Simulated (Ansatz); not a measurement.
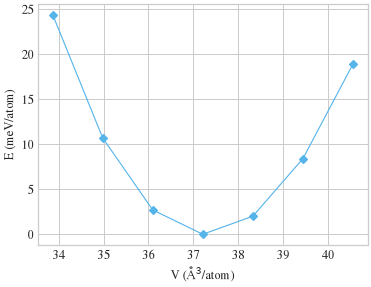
*La (dhcp (α-La type), space group No. 194) under volume change, the program Ansatz at the r²SCAN level (PAW), shape and atoms relaxed at each volume.*

Problem. What does a third-order Birch–Murnaghan fit give for V₀, B₀ and B′?

Solution. V₀ = 37.27 Å³/atom, B₀ = 23.0 GPa, B′ = 2.0.

Space group P6_3/mmc (dhcp (α-La type)). The r²SCAN relaxation kept the symmetry of its start. Scalar-relativistic: spin–orbit coupling is off unless named, which matters more the heavier the elements.

Potentials: the earlier of the program's two PAW sets.
